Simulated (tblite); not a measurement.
C₆H₉FOSi: geometry relaxation (part 3 of 3)

C₆H₉FOSi; GFN2-xTB geometry optimisation, gas phase (tblite 0.8.0). It belongs to a series of runs on one base structure; here: H on C replaced by vinyl.

Geometry of the input (Å):
```
C  -2.0038  1.5793  -2.4763
C  -2.1084  1.3061  -1.2008
C  -1.0782  0.4505  -0.5128
C  -1.0205  0.0841  0.7349
F  -1.7838  0.2845  1.8505
Si 0.5385  -0.8606  0.5254
O  1.9436  -0.1056  1.1647
C  2.6431  -1.0983  1.8604
C  0.1159  -0.1921  -1.1099
H  -1.2472  1.2520  -3.1407
H  -2.7947  2.2118  -2.9217
H  -2.9528  1.7080  -0.6601
H  0.4526  -2.2772  0.7892
H  3.1457  -0.6539  2.7588
H  3.4755  -1.5275  1.2586
H  1.9836  -1.9040  2.2704
H  -0.1298  -0.8687  -1.9415
H  0.8117  0.6181  -1.4709
```

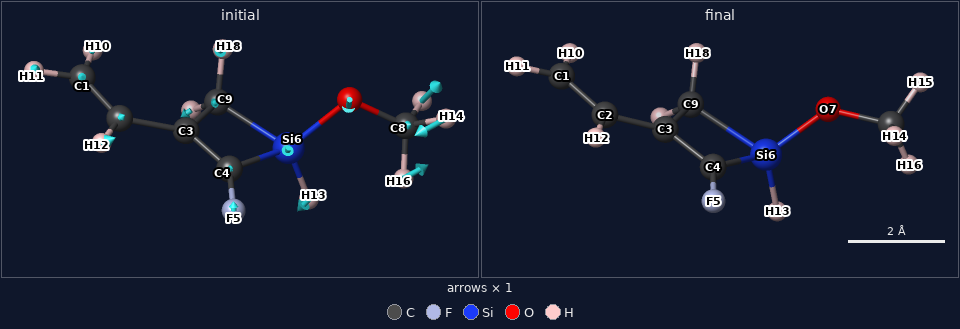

Figure 1. Before (left) and after (right) the relaxation, at one scale (ball-and-stick view, seen at a tilt). The teal arrows give the displacements, at true length. The atom that moves furthest after the best rigid fit is H15 (1.01 Å). By element the largest moves are H 1.01 Å, O 0.75 Å, Si 0.32 Å, C 0.21 Å, F 0.21 Å. Among the contacts that change: Si6–O7 1.718 → 1.614 Å, Si6–C9 1.817 → 1.913 Å, C2–C3 1.506 → 1.437 Å, C4–Si6 1.835 → 1.893 Å. Among the angles that change: Si6–O7–C8 106.4° → 130.2°, C3–C4–F5 135.8° → 126.0°, F5–C4–Si6 130.0° → 138.4°. After 144 geometry steps the energy has fallen by 1.021 eV. The largest force component goes from 3.3 to 0.008 eV/Å. (Atoms are counted from 1 in the order of the input.)

## Key numbers

- outcome: converged
- total energy: −759.7686 eV
- wall time: 1.9 s
- peak memory: 0.18 GiB
